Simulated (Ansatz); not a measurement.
## BCl2F: geometry relaxation

BCl2F, SMILES FB(Cl)Cl, computed with RKS PBE0-D4/def2-TZVP (Ansatz 0.2.0).

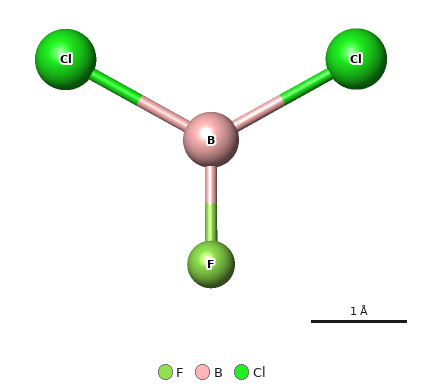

*The structure as given in the input (ball-and-stick view, seen on its broad side).*

Bond lengths as drawn: B–Cl 1.75 Å and B–F 1.32 Å.

**Input**
```yaml
crystal:
  periodic: [false, false, false]
  atoms:
    - { symbol: F, position_ang: [0.131134, -1.197365, -0.783219] }
    - { symbol: B, position_ang: [0.022148, -0.096023, -0.058295] }
    - { symbol: Cl, position_ang: [-1.549685, 0.363612, 0.56815] }
    - { symbol: Cl, position_ang: [1.451903, 0.869477, 0.253064] }
basis:
  gaussian: { orbitals: def2-TZVP }
hamiltonian:
  xc: pbe0
  dispersion: d4
output:
  forces: true
relax:
  f_tol: 0.003
  max_steps: 120
```

Command:
```bash
ansatz run input.yaml --threads 1 --pin off --max-ram 2560MiB --backend cpu --events-out ev --progress --plain --runs-dir out
```

**The program's output**
```
The last accepted step is kept in [file] (removed where the run ends without a failure and the disk answers)
Engine: ansatz 0.2.0, aarch64-unknown-linux-gnu
Functional definition: PBE0
  parameter a = 0.25
  parameter kappa = 0.804
  parameter beta = 0.06672455060314922
  exchange = (1 - a)*pbe_x(kappa = kappa, mu = beta*pi^2/3) + a*exact_x
  correlation = pbe_c(beta = beta)
861 factors; their error is unknown
mean field evaluation 1: about -28431.5244 eV, gradient 2.8e1 eV
mean field evaluation 2: about -28430.2803 eV, gradient 4.3e1 eV
mean field evaluation 4: about -28432.7023 eV, gradient 5.5e-1 eV
mean field evaluation 8: about -28432.7913 eV, gradient 1.4e-2 eV
mean field -28432.79131339 eV, -1044.8858083290 hartree, gradient 4.8e-5 eV, S^2 0.000000; 0 other end points of the search recorded, 0 dependent functions left out
the calculation of the forces begins
reference -28432.79133769 eV, -1044.8858092221 hartree; 24, 24 occupied and 112, 112 virtual orbitals, 861 factors
relax step   1: F+E_penalty+E_count = -28432.87148974 eV  Δ(F+E_penalty+E_count) = +0.000e0 eV  max|allowed force component| = 5.488e-1 eV/Å  Δτ_max = 0.0000 Å  (24 SCF iters, accepted)
these checks for a lower state are left out or cut short: starts, cluster_reference, orbital_swaps, neighbouring_geometries, increment
861 factors; their error is unknown
mean field evaluation 16: about -28432.7112 eV, gradient 1.6e-3 eV
mean field -28432.79964635 eV, -1044.8861145597 hartree, gradient 1.9e-5 eV, S^2 0.000000; 0 other end points of the search recorded, 0 dependent functions left out
the calculation of the forces begins
reference -28432.79967066 eV, -1044.8861154530 hartree; 24, 24 occupied and 112, 112 virtual orbitals, 861 factors
relax step   2: F+E_penalty+E_count = -28432.87997260 eV  Δ(F+E_penalty+E_count) = -8.483e-3 eV  max|allowed force component| = 2.179e-1 eV/Å  Δτ_max = 0.0084 Å  (28 SCF iters, accepted)
these checks for a lower state are left out or cut short: starts, cluster_reference, orbital_swaps, neighbouring_geometries, increment
861 factors; their error is unknown
mean field -28432.80153379 eV, -1044.8861839216 hartree, gradient 1.9e-5 eV, S^2 0.000000; 0 other end points of the search recorded, 0 dependent functions left out
the calculation of the forces begins
reference -28432.80155809 eV, -1044.8861848148 hartree; 24, 24 occupied and 112, 112 virtual orbitals, 861 factors
relax step   3: F+E_penalty+E_count = -28432.88196493 eV  Δ(F+E_penalty+E_count) = -1.992e-3 eV  max|allowed force component| = 1.255e-2 eV/Å  Δτ_max = 0.0061 Å  (28 SCF iters, accepted)
these checks for a lower state are left out or cut short: starts, cluster_reference, orbital_swaps, neighbouring_geometries, increment
861 factors; their error is unknown
mean field evaluation 32: about -28432.8015 eV, gradient 3.0e-5 eV
mean field -28432.80153395 eV, -1044.8861839277 hartree, gradient 3.0e-5 eV, S^2 0.000000; 0 other end points of the search recorded, 0 dependent functions left out
the calculation of the forces begins
reference -28432.80155826 eV, -1044.8861848209 hartree; 24, 24 occupied and 112, 112 virtual orbitals, 861 factors
relax step   4: F+E_penalty+E_count = -28432.88197110 eV  Δ(F+E_penalty+E_count) = -6.170e-6 eV  max|allowed force component| = 9.249e-4 eV/Å  Δτ_max = 0.0004 Å  (19 SCF iters, accepted)
```

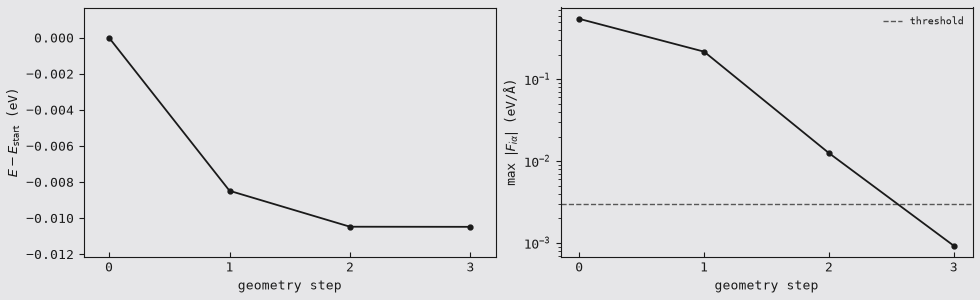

*Progress of the relaxation, step by step (the first geometry is step 0 here and step 1 in the log).*

The energy falls by 0.010 eV in 3 geometry steps. Largest force component: 0.55 eV/Å at the start, 0.00093 eV/Å at the end. The largest moves after the best rigid fit, 0.015 Å, are those of Cl3 and Cl4. Largest moves by element: Cl 0.015 Å, F 0.013 Å. B stays in place. Among the contacts that change: B2–Cl3 1.753 → 1.739 Å, F1–B2 1.323 → 1.310 Å. (Atoms are counted from 1 in the order of the input.)

```
861 factors; their error is unknown
mean field -28432.80153395 eV, -1044.8861839277 hartree, gradient 3.0e-5 eV, S^2 0.000000; 1 other end points of the search recorded, 0 dependent functions left out
the calculation of the forces begins
reference -28432.80155826 eV, -1044.8861848209 hartree; 24, 24 occupied and 112, 112 virtual orbitals, 861 factors
Total energy: -28432.88199540 eV, -1044.8891408315 hartree
Atom 0 at     0.130316    -1.186797    -0.776161 Å, force     0.000106    -0.000925    -0.000574 eV/Å
Atom 1 at     0.021926    -0.096071    -0.058370 Å, force    -0.000032    -0.000015    -0.000099 eV/Å
Atom 2 at    -1.536351     0.360591     0.563363 Å, force     0.000519     0.000564     0.000278 eV/Å
Atom 3 at     1.439609     0.861979     0.250868 Å, force    -0.000594     0.000375     0.000394 eV/Å
Dipole moment:    -0.005114     0.051481     0.033882 e Å
```

**Trajectory as extended XYZ (Å, eV, eV/Å), 4 frames, from step=1 to step=4**
```
4
Properties=species:S:1:pos:R:3:forces:R:3 step=1 energy=-28432.87149
F     0.1311   -1.1974   -0.7832   -0.0516   0.5488   0.3612
B     0.0221   -0.0960   -0.0583    0.0133  -0.2077  -0.1366
Cl   -1.5497    0.3636    0.5682    0.3833  -0.1092  -0.1506
Cl    1.4519    0.8695    0.2531   -0.3450  -0.2319  -0.0741
4
Properties=species:S:1:pos:R:3:forces:R:3 step=2 energy=-28432.87997
F     0.1309   -1.1919   -0.7773   -0.0234   0.2179   0.1134
B     0.0212   -0.0939   -0.0627    0.0117  -0.0862   0.0192
Cl   -1.5419    0.3611    0.5667    0.1695  -0.0386  -0.0837
Cl    1.4452    0.8644    0.2530   -0.1578  -0.0932  -0.0489
4
Properties=species:S:1:pos:R:3:forces:R:3 step=3 energy=-28432.88197
F     0.1303   -1.1868   -0.7761    0.0007  -0.0051  -0.0034
B     0.0220   -0.0962   -0.0585   -0.0018   0.0126   0.0085
Cl   -1.5367    0.3606    0.5634    0.0115  -0.0019  -0.0037
Cl    1.4400    0.8621    0.2509   -0.0104  -0.0056  -0.0014
4
Properties=species:S:1:pos:R:3:forces:R:3 step=4 energy=-28432.88197
F     0.1303   -1.1868   -0.7762    0.0001  -0.0009  -0.0006
B     0.0219   -0.0961   -0.0584    0.0000   0.0000  -0.0001
Cl   -1.5364    0.3606    0.5634    0.0005   0.0006   0.0003
Cl    1.4396    0.8620    0.2509   -0.0006   0.0004   0.0004
```

**Summary**

- outcome: converged
- total energy: −28432.8820 eV
- mean-field energy: −28432.8016 eV
- largest force (length of the vector) at the end: 0.001 eV/Å
- hardware: 1 thread of Arm Neoverse N1, 98 GiB of memory available, shared host
- wall time: 31 s
- peak memory: 0.24 GiB
